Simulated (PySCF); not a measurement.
Molecule: SMILES C[Te][Si](C)(C)C. Atoms near the plane z = 1.2 Å, at the GFN2-xTB optimised geometry (x, y, z in Å): Te1 (2.2, -1.2, 0.0), Si6 (-0.4, -1.2, 0.0), C7 (-0.9, -2.1, 1.6), C9 (-1.1, 0.6, 0.0), H10 (-2.0, -2.1, 1.6), H11 (-0.5, -3.1, 1.6), H12 (-0.6, -1.6, 2.5), H17 (-0.7, 1.2, 0.8), H18 (-2.2, 0.6, 0.0).

Method: B3LYP/def2-SVP, def2 effective core potentials past Kr (PySCF). The core electrons that the potentials of Te replace are not part of the density. The values are rescaled to run from 0 to 1.

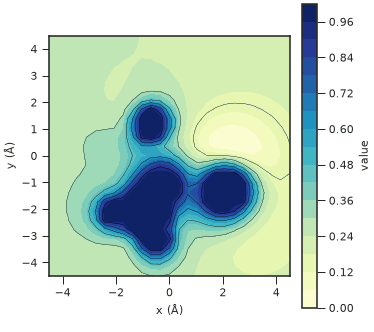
*a field on the plane z = 1.2 Å.*

Problem. Which quantity is mapped?
(A) electrostatic potential
(B) log10 of the electron density
(C) Laplacian of the electron density
(D) deformation density (molecule minus spherical neutral atoms)

Solution. A, electrostatic potential. In full: electrostatic potential (hartree/e), clipped to [-0.08, 0.12].
